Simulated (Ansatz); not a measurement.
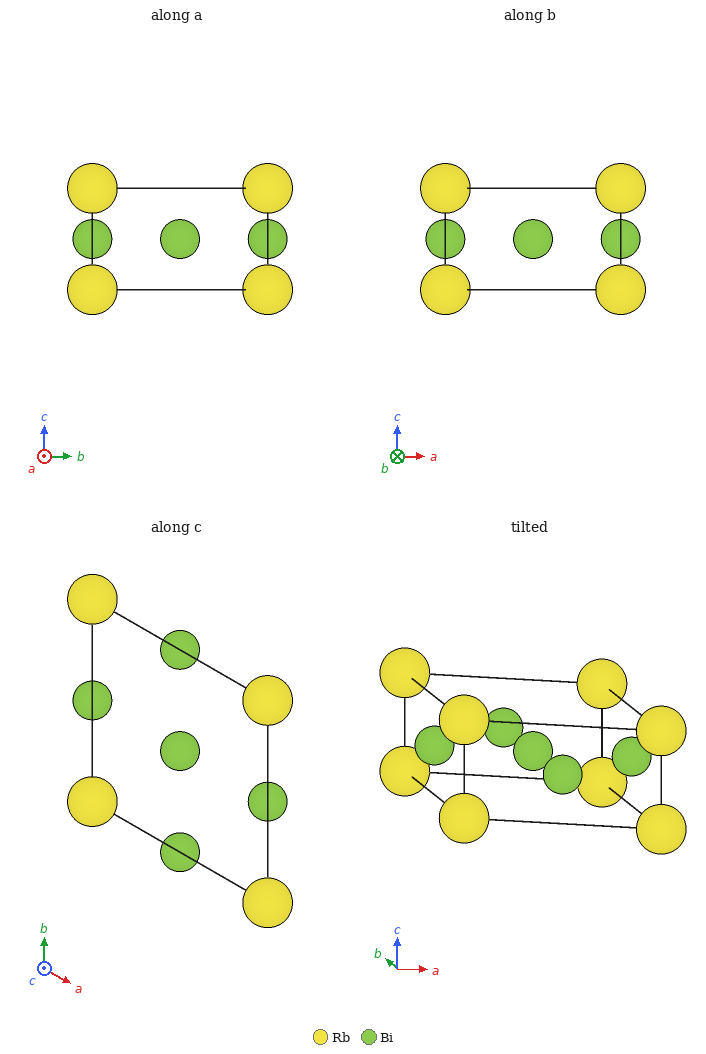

A spheres-only rendering, viewed along the a axis, along the b axis, along the c axis and slightly off an axis. The parallelepiped is the conventional unit cell.

Lattice parameters: a = 6.860 Å, b = 6.860 Å, c = 3.437 Å, α = 90.00°, β = 90.00°, γ = 120.00°. Put a along x and b in the xy plane.

> Write the structure as a POSCAR file.

```
Rb Bi
1.0
     6.860    0.000    0.000
    -3.430    5.941    0.000
     0.000    0.000    3.437
Rb Bi
1 3
Direct
  0.0000 0.0000 0.0000
  0.5000 0.0000 0.5000
  0.5000 0.5000 0.5000
  0.0000 0.5000 0.5000
```

Source of the structure: a structure type filled with these elements by a generator (whether the compound takes this form wasn't checked). Earlier steps of the study may have refined or changed the cell and positions. It went into a calculation with Ansatz.
